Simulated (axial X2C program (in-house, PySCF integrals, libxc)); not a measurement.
**InCl⁻: relativistic diatomic calculation**

InCl⁻, single determinant with Ω = 3/2 (not the lowest found). The distance is the PBE0 minimum at charge −1. Computed at this level: expectation values, HF and Kohn-Sham, two-component X2C with atomic mean-field Coulomb and Gaunt terms, In dyall-acv3z, Cl dyall-av3z (cores contracted) (axial X2C program (in-house, PySCF integrals, libxc)).

**Summary**

- outcome: converged; the levels of theory disagree widely; a filled level lies above zero
- hardware: 1 thread of Arm Neoverse V1, 112 GiB of memory available, shared host
- wall time: 4.9 s
- peak memory: 0.42 GiB

**Remarks**

The highest filled level (PBE0, up to 0.91 eV) lies above zero. That is common for anions, where the functional's self-interaction leaves the outer electrons unbound; only the finite basis holds them, so such levels depend on it.

**Input**
```
{"zs": [49, 17], "q": -1, "bas": ["dyall-acv3z", "dyall-av3z"], "r0": 2.41, "levels": ["PBE0", "HF", "TPSSh", "PBE50", "B3LYP"], "nst": 3}
```

The line is the task of a batch: nuclear charges, charge, bases, the levels to run, a first guess of the distance and further settings. This report covers the levels named above. The log is that of the reference distance, started from orbitals converged before.

The run was one of a batch that the task file lists, launched with:
```bash
python <driver script> task.json out
```

**Output**
```
two-component X2C + atomic mean field  PBE0
basis functions 207  fitting functions 1056  grid points 5083
iter        total energy     max residual
   1      -6339.731366491     6.73e-06
   2      -6339.731366493     8.45e-06
converged
one-electron -9077.86880828  Coulomb 2760.06460294  exact exchange -46.58521222  xc functional -142.71246681  nuclear repulsion 170.72215984  atomic mean-field constant -3.35164197
```

**Expectation values by level of theory**

| quantity | PBE0 | HF | TPSSh | PBE50 | B3LYP |
| --- | --- | --- | --- | --- | --- |
| effective field for an electron dipole moment (GV/cm) | 0.584 | 2.40 | 0.522 | 0.901 | 0.352 |
| field gradient at the first nucleus (a.u.) | −1.01 | −1.10 | −0.989 | −0.858 | −1.03 |
| field gradient at the second nucleus (a.u.) | 0.833 | 0.742 | 0.832 | 0.824 | 0.797 |
| A∥/gI, first nucleus (MHz) | 12.3 | −115 | 26.6 | 2.40 | 77.2 |
| A∥/gI, second nucleus (MHz) | 12.4 | 13.5 | 12.9 | 12.5 | 13.3 |

Each column comes from one determinant, in a basis with contracted cores. The levels disagree widely: the effective field runs from 0.352 to 2.40 GV/cm and A∥/gI at the first nucleus runs from −115 to 77.2 MHz. They may not all have settled in the same state, and these values aren't reliable properties of the molecule.

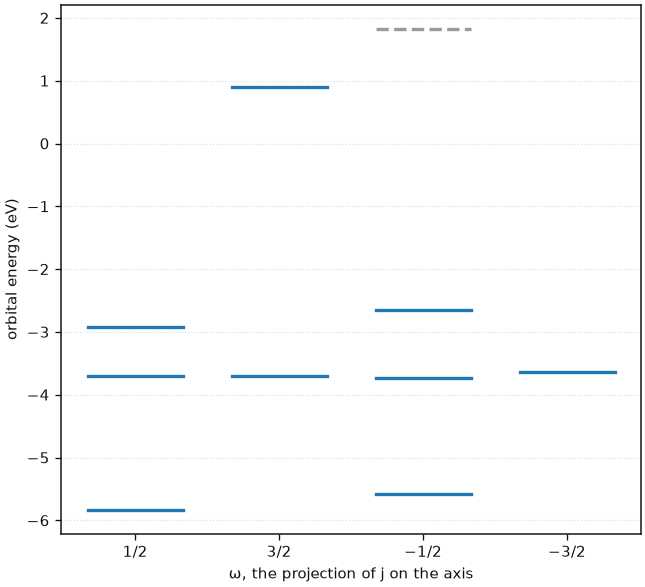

Fig. 1: Orbital energies (PBE0) near the frontier at 2.58 Å, filled (solid) and empty (dashed). The highest filled spinor (3/2; 87 % In p, 5 % Cl p) lies at 0.91 eV, the lowest empty one (−1/2; 90 % In p, 4 % Cl p) at 1.83 eV. A filled level above zero is held only by the finite basis .
